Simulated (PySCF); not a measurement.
```json
{"atom": "C", "x (Å)": "2.4316", "y (Å)": "0.4371", "z (Å)": "-0.4511"}
{"atom": "C", "x (Å)": "1.6042", "y (Å)": "-0.4069", "z (Å)": "0.3779"}
{"atom": "N", "x (Å)": "0.8948", "y (Å)": "-1.0540", "z (Å)": "1.0193"}
{"atom": "Ga", "x (Å)": "-1.1997", "y (Å)": "-1.1742", "z (Å)": "1.4585"}
{"atom": "C", "x (Å)": "-1.6554", "y (Å)": "-0.1781", "z (Å)": "-0.2292"}
{"atom": "N", "x (Å)": "-0.8626", "y (Å)": "1.0424", "z (Å)": "-0.3914"}
{"atom": "H", "x (Å)": "2.9552", "y (Å)": "-0.1605", "z (Å)": "-1.2101"}
{"atom": "H", "x (Å)": "1.7355", "y (Å)": "1.1400", "z (Å)": "-0.9350"}
{"atom": "H", "x (Å)": "3.1640", "y (Å)": "0.9843", "z (Å)": "0.1586"}
{"atom": "H", "x (Å)": "-1.4934", "y (Å)": "-2.7207", "z (Å)": "1.5308"}
{"atom": "H", "x (Å)": "-1.2090", "y (Å)": "-0.3116", "z (Å)": "2.7889"}
{"atom": "H", "x (Å)": "-2.7521", "y (Å)": "-0.0018", "z (Å)": "-0.2396"}
{"atom": "H", "x (Å)": "-1.4514", "y (Å)": "-0.8529", "z (Å)": "-1.0789"}
{"atom": "H", "x (Å)": "-1.2104", "y (Å)": "1.6011", "z (Å)": "-1.1713"}
{"atom": "H", "x (Å)": "-0.9701", "y (Å)": "1.6335", "z (Å)": "0.4326"}
```

Geometry: PBE0-D3(BJ)/def2-SVP.

Computed with CAM-B3LYP/def2-SVPD, SCF density, gas phase (PySCF 2.14.0).

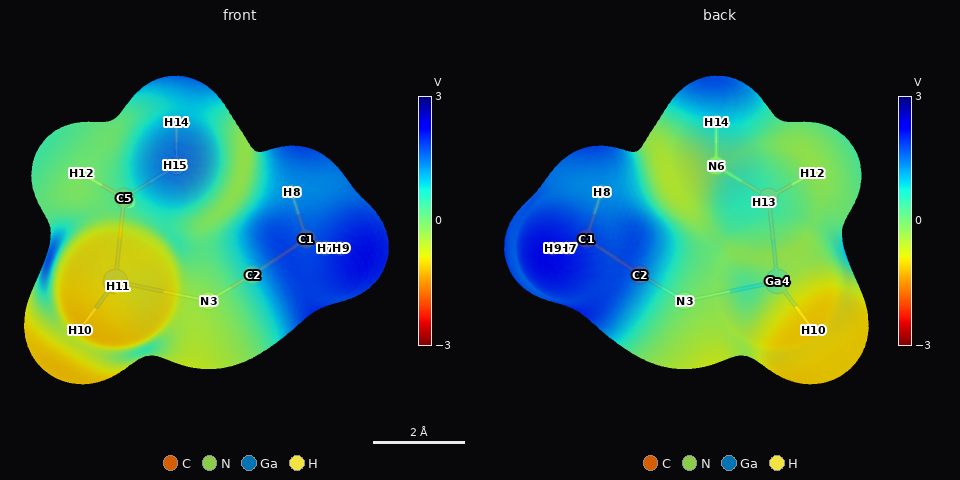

C$_{3}$H$_{9}$GaN$_{2}$ (SMILES CC#[N+][GaH2-][CH2]N). The electrostatic potential painted on the density surface at 0.004 e/bohr³, seen from the front and from behind; red is negative and blue positive.

**Which sites attract a positive test charge, and which a negative one?**

A positive charge is drawn to the negative regions and a negative charge to the positive ones. The most negative region (about −1.2 V) lies over H10 and H11, the most positive (about +2.2 V) over H7 and H9.

**How polar is the molecule by this calculation?**

Its dipole moment is 5.90 D.
